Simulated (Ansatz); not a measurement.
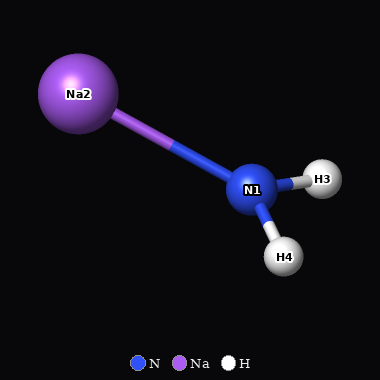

The system is H₂NNa (SMILES [NH2][Na]) with the probe Li+; the picture shows it without the atoms that are moved over the map. The probe is moved over the plane through the molecule's long axis and the normal of its main plane. Coordinates scanned: (1) x of the probe's Li atom; (2) z of the probe's Li atom. Nothing is relaxed (molecule and probe rigid). The grid has 23 × 15 points; 131 points were computed and 120 follow by symmetry. At 94 points there is no value (left out of the scan, as a rule where atoms come close). Points are written as (first, second). Energies: kJ/mol, counted from molecule and probe far apart, each relaxed in its own basis (no counterpoise correction). Theory: RHF/def2-TZVP in Ansatz.

Range: x of the probe's Li atom from −5.17 to 5.17 Å; z of the probe's Li atom from −3.29 to 3.29 Å.

Q: What will the energy surface look like?

A: The lowest grid point is at (0.94 Å, −1.88 Å) [nearest 1 N at 2.01 Å and 2 H at 2.04 Å], −258 kJ/mol from molecule and probe far apart, each relaxed in its own basis (no counterpoise correction). The highest grid point, (−4.23 Å, 0.00 Å) [nearest 1 Na at 2.36 Å], lies 469 kJ/mol above the lowest.

| z of the probe's Li atom ↓, x of the probe's Li atom → | −4.70 | −3.76 | −2.82 | −1.88 | −0.94 | 0.00 | 0.94 | 1.88 | 2.82 | 3.76 | 4.70 |
| --- | --- | --- | --- | --- | --- | --- | --- | --- | --- | --- | --- |
| 3.29 | 55 | 55 | 38 | −5 | −68 | −118 | −128 | −108 | −79 | −57 | −42 |
| 2.82 | 68 | 73 | 59 | 4 | −88 | −162 | −173 | −138 | −96 | −65 | −46 |
| 2.35 | 83 | 99 | 98 | – | −101 | −210 | −222 | −171 | −113 | −73 | −51 |
| 1.88 | 101 | 135 | – | – | – | −231 | −258 | −202 | −129 | −81 | −54 |
| 1.41 | 120 | 182 | – | – | – | – | – | −219 | −143 | −87 | −57 |
| 0.94 | 137 | – | – | – | – | – | – | −201 | −151 | −91 | −60 |
| 0.47 | 151 | – | – | – | – | – | – | −134 | −155 | −94 | −61 |
| 0.00 | 157 | – | – | – | – | – | – | −86 | −156 | −95 | −61 |
| −0.47 | 151 | – | – | – | – | – | – | −134 | −155 | −94 | −61 |
| −0.94 | 137 | – | – | – | – | – | – | −201 | −151 | −91 | −60 |
| −1.41 | 120 | 182 | – | – | – | – | – | −219 | −143 | −87 | −57 |
| −1.88 | 101 | 135 | – | – | – | −231 | −258 | −202 | −129 | −81 | −54 |
| −2.35 | 83 | 99 | 98 | – | −101 | −210 | −222 | −171 | −113 | −73 | −51 |
| −2.82 | 68 | 73 | 59 | 4 | −88 | −162 | −173 | −138 | −96 | −65 | −46 |
| −3.29 | 55 | 55 | 38 | −5 | −68 | −118 | −128 | −108 | −79 | −57 | −42 |

The table holds every second grid line.

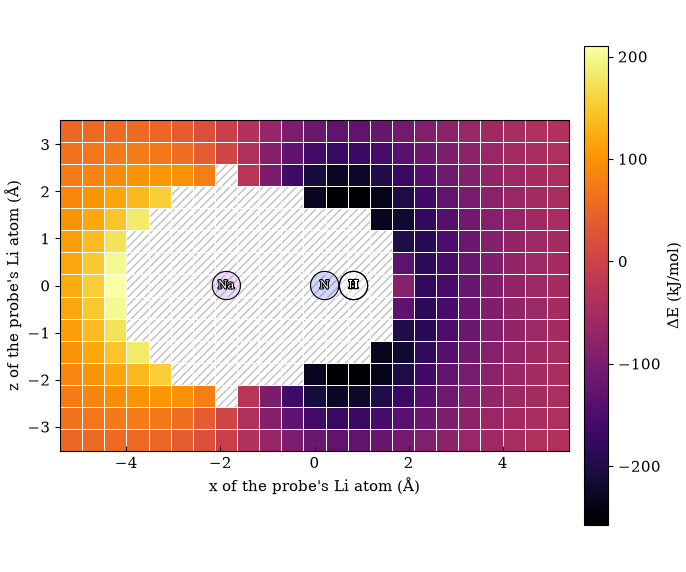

Drawn: one coloured cell a grid point, labelled circles for the molecule's atoms, projected on the plane, hatched blanks where no value was computed.

The whole map (131 points run) took 85 s on 1 thread of Arm Neoverse V2, on a shared host.
